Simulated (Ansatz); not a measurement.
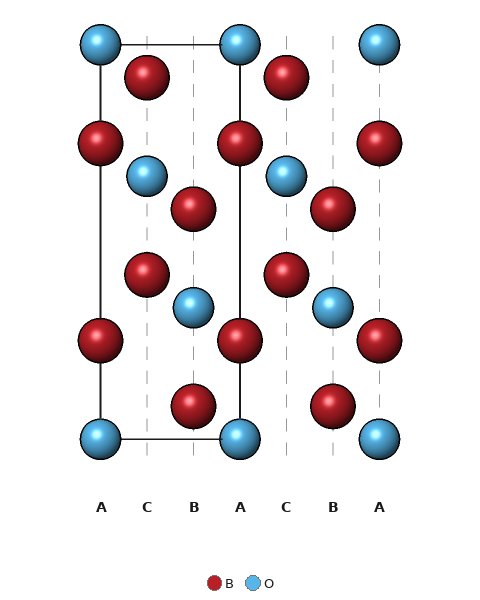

Projection along an edge of the hexagonal mesh, stacking direction [111] upwards. The dashed lines mark the three columns A (0, 0), B (1/3, 2/3) and C (2/3, 1/3). The box is the hexagonal cell of the face-centred cubic lattice. The sequence starts with the first layer at or above the cell's origin.

System B₂O; source of the atomic positions: the geometry relaxed with Ansatz 0.2.0, DFT LDA, scalar-relativistic, plane waves, PAW; the starting structure was generated, so it need not be a known form of this composition.

Give the sequence of layers in one repeat, with element and column.

Answer. O(A) – B(B) – B(A) – O(B) – B(C) – B(B) – O(C) – B(A) – B(C) (nine layers in 8.24 Å).

How are the O layers alone stacked?

Answer. O layers alone: ABC, the cubic close-packed type.

Which positions between or in the O layers do the other atoms fill?

Answer. B: six tetrahedral sites, counted in one hexagonal cell.

Heights of the layers:

```tsv
layer	atoms (column)	height (Å)	to next (Å)
1	O(A)	0.00	0.69
2	B(B)	0.69	1.37
3	B(A)	2.06	0.69
4	O(B)	2.75	0.69
5	B(C)	3.43	1.37
6	B(B)	4.81	0.69
7	O(C)	5.49	0.69
8	B(A)	6.18	1.37
9	B(C)	7.55	0.69
```
